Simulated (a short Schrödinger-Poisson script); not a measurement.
System: MOS inversion layer, SiO2 on p-type Si(110), at 300 K.

| layer | material | thickness (nm) | Na (cm⁻³) |
|---|---|---|---|
| 1 | SiO2 | 1.3 | - |
| 2 | Si | 1600 | 7.3e16 |

Constants are typed, rounded textbook-type inputs, not results; the design itself was drawn at random and stands for no fabricated device. SiO2: permittivity 3.9, conduction-band edge (eV) 3.15, gap (eV) 9, electron mass (mₑ) 0.5. Si: permittivity 11.7, conduction-band edge (eV) 0, gap (eV) 1.124, Nv at 300 K (cm⁻³) 3.1e19.

Channel valleys (confinement mass, in-plane density-of-states mass, number): Δ4 0.315, 0.324, 4; Δ2 0.19, 0.417, 2. At the gate the conduction-band edge of layer 1 lies 3.42 eV − eVg above the Fermi level of the channel; the field vanishes at the back. Gaps are held at their typed values at every temperature. Mesh 0.03 nm at interfaces.

From a short Schrödinger-Poisson script (our own, NumPy): 1D Poisson equation in equilibrium, electrons quantum, Hartree (BenDaniel-Duke, 12 states a valley, the channel's in-plane mass for all, wave functions free to enter the dielectric), parabolic valleys, classical holes, full ionisation, no traps, pinning or gate leakage.

Only gate voltages with over 1e8 electrons/cm² are shown.

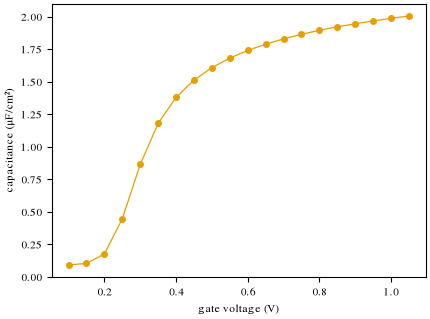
*Quasi-static capacitance against gate voltage*

```
Vg (V)  electrons (cm⁻²)  C (μF/cm²)  Δ4 E0 (meV)  Δ4 E1 (meV)  Δ2 E0 (meV)  Δ2 E1 (meV)
------  ----------------  ----------  -----------  -----------  -----------  -----------
0.1               4.99e8      0.0913        279.2        325.0        288.6        342.5
0.15              3.02e9       0.102        232.4        279.2        241.9        297.1
0.2              1.76e10       0.175        186.5        234.5        196.3        252.8
0.25             8.54e10       0.447        145.3        194.8        155.3        213.4
0.3              2.74e11       0.864        114.5        166.3        125.1        185.4
0.35             5.88e11        1.18         94.0        148.7        105.4        168.3
0.4              9.84e11        1.38         79.9        137.8         92.1        157.8
0.45             1.43e12        1.51         69.4        130.5         82.4        150.9
0.5              1.92e12        1.61         61.0        125.3         74.9        146.1
0.55             2.43e12        1.68         54.2        121.5         68.9        142.5
0.6              2.96e12        1.74         48.3        118.6         63.8        139.8
0.65             3.51e12        1.79         43.2        116.4         59.4        137.7
0.7              4.08e12        1.83         38.7        114.6         55.6        136.1
0.75             4.65e12        1.86         34.6        113.1         52.2        134.8
0.8              5.24e12        1.89         30.9        111.9         49.1        133.7
0.85             5.84e12        1.92         27.4        111.0         46.4        132.8
0.9              6.44e12        1.94         24.3        110.2         43.8        132.1
0.95             7.05e12        1.97         21.3        109.5         41.4        131.5
1                7.67e12        1.99         18.5        109.0         39.2        131.1
1.05             8.29e12        2.00         15.9        108.6         37.1        130.7
```

Subbands count from the Fermi level.
